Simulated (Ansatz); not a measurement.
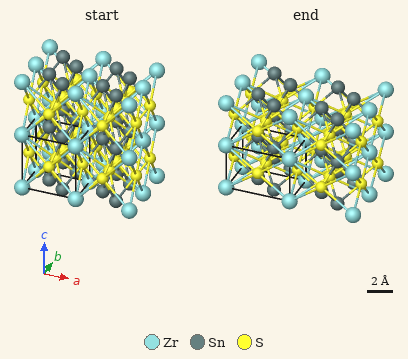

The structure of a crystal of ZrSn$_{2}$S$_{3}$ (a generated structure, set up in P6/mmm) before (left) and after (right) a relaxation, at one scale.

A ball-and-stick model of the cell of the calculation, repeated 2 × 2 × 2 with one cell outlined, seen slightly off an axis.

All numbers below come from Ansatz, DFT PBE, scalar-relativistic, plane waves, PAW. Settings: plane-wave cutoff 420 eV; k-point mesh 6 × 6 × 8; occupations gaussian; smearing width 0.1 eV; collinear spin; cell and atoms relaxed; force threshold 0.01 eV/Å; at most 80 steps.

Q: Describe what moved and what it gained.

A: The run was cut off at its time limit before the relaxation converged, so the last structure is only a point on the way. Over 9 accepted moves (10 points after the start) the energy falls by 1.558 eV per cell of the calculation. All forces vanish by symmetry, so only the cell relaxes. The pressure goes from 0.54 to −0.01 GPa. At 1 point the geometry stayed and the basis and grid were re-selected for the new cell (energy shift of 33.7 meV per cell of the calculation at most each time). No atom moves by more than 0.005 Å relative to the cell. Cell: a = b 5.909 → 7.001 Å (+18.5 %), c 4.516 → 3.605 Å (−20.2 %). Volume +12.1 %. Among the contacts that change: S–Zr 3.719 → 3.937 Å, S–Sn 2.830 → 2.708 Å. Bond angles that change, for instance: S–Sn–S 105.9° → 83.5°, Sn–S–Sn 105.9° → 83.5°, Sn–S–Sn 74.1° → 96.5°. The space group stays P6/mmm (No. 191). The program noted that the starting moments weren't kept.
